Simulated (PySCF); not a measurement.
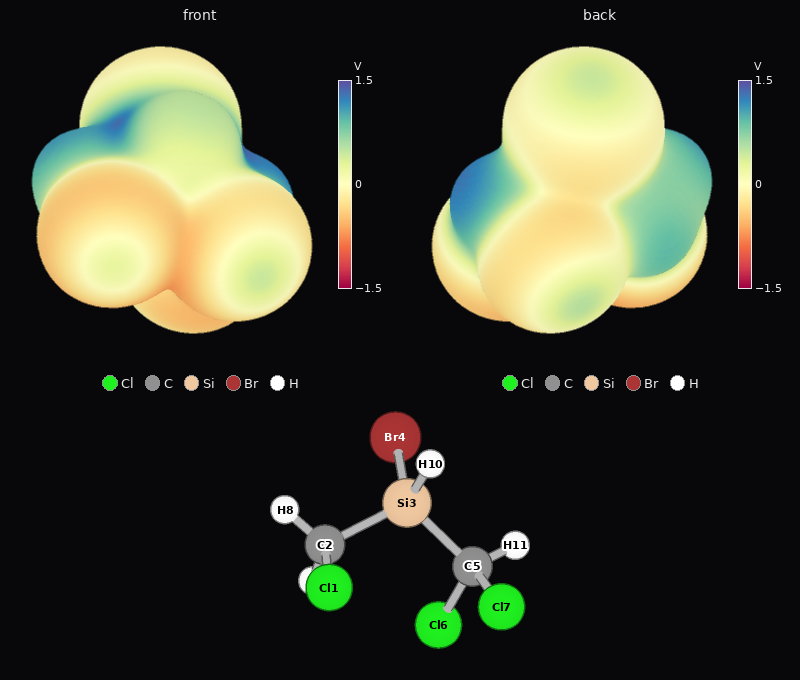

Figure 1: C2H4BrCl3Si. The electrostatic potential painted on the density surface at 0.001 e/bohr³, seen from the front and from behind; the colour scale runs from red (negative) to blue (positive). The bare structure is drawn below in the same view.

Geometry: GFN2-xTB.

Theory: CAM-B3LYP/def2-SVPD, SCF density, gas phase in PySCF.

Input

```
{"job": {"kind": "uv", "xc": "CAM-B3LYP", "basis": "def2-SVPD", "nstates": 8, "ntriplets": 3}, "charge": 0, "multiplicity": 1}
Cl    -1.210997    -2.080115     0.944067
C     -1.275116    -0.874940    -0.380988
Si    -0.384098     0.699708     0.194709
Br    -0.763378     2.275451    -1.307113
C      1.515828     0.425462     0.216591
Cl     2.018117    -0.483430    -1.233613
Cl     1.967979    -0.470627     1.686898
H     -2.325662    -0.696878    -0.602279
H     -0.809243    -1.329665    -1.254390
H     -0.822091     1.188740     1.490227
H      2.094085     1.348964     0.219926
```

Launched as:

```sh
OMP_NUM_THREADS=1 python probes_run.py task.json out
```

Question: Where is the surface potential most negative and most positive?

Answer: The most negative region (about −0.6 V) lies over Cl1 and Cl7, the most positive (about +1.3 V) over Si3 and H11. Cl1 shows a σ-hole: about +0.2 V at the tip opposite its bond, against about −0.4 V on its flanks. Br4 shows a σ-hole: about +0.4 V at the tip opposite its bond, against about 0.0 V on its flanks. Cl6 shows a σ-hole: about +0.5 V at the tip opposite its bond, against about −0.2 V on its flanks. Cl7 shows a σ-hole: about +0.4 V at the tip opposite its bond, against about −0.3 V on its flanks.

Question: How polar is the molecule by this calculation?

Answer: Its dipole moment is 1.46 D.
